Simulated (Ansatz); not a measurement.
**Al2O3: pressure series**

The parent structure is Al₂O₃ in the corundum structure (space group R-3c, No. 167; a = 4.808 Å, c = 13.122 Å (hexagonal axes)).

Cell and atoms are relaxed at each pressure.

Calculations: PBE, PAW, 420 eV (Ansatz, an electronic-structure program; spin-orbit coupling left out), earlier PAW set.

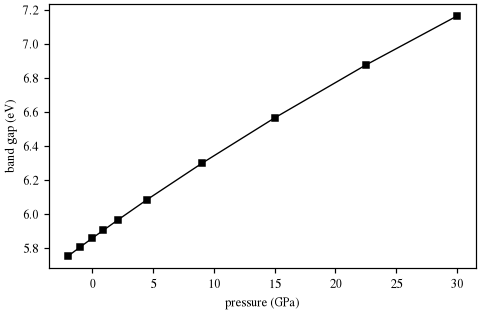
Band gap against pressure

From the plot, what is the band gap for pressure 9 GPa?

About 6.3 eV.

Is the trend monotonic over the range shown?

Yes, it rises throughout, spanning 5.75 eV to 7.16 eV.

Load acts through the strain it causes; cell and atoms are relaxed under it. Whether these cells are dynamically stable was not tested. No other phases were tried under pressure.
